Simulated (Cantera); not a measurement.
Feed: 1 mol MgO, 0.75 mol CH4, 2.3 mol CO, 0.31 mol C, at 1.30 bar.

These are equilibrium values from Cantera (NASA tables, ideal gas, pure condensed phases), not measurements of a reactor. Candidate condensed phases: C, C6H6, C7H8, C8H18, H2O, Mg, MgCO3, MgO, Mg(OH)2; 116 gas species. The tables' values for MgH are old estimates; treat these amounts as uncertain. Equilibrium is a limit: real reactors are often held back by kinetics, nucleation or transport.

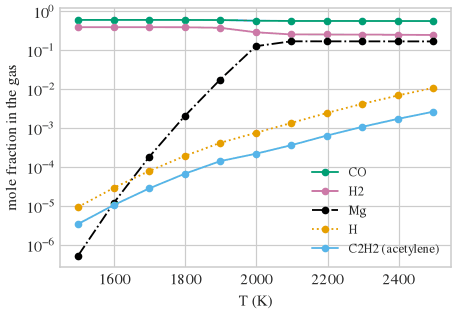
Equilibrium gas composition (values under 1e-9 drawn at 1e-9)

Read off the mole fractions at 1998 K.

CO about 0.58, H2 about 0.29, Mg about 0.13, H about 0.00076, C2H2 (acetylene) about 0.00022.
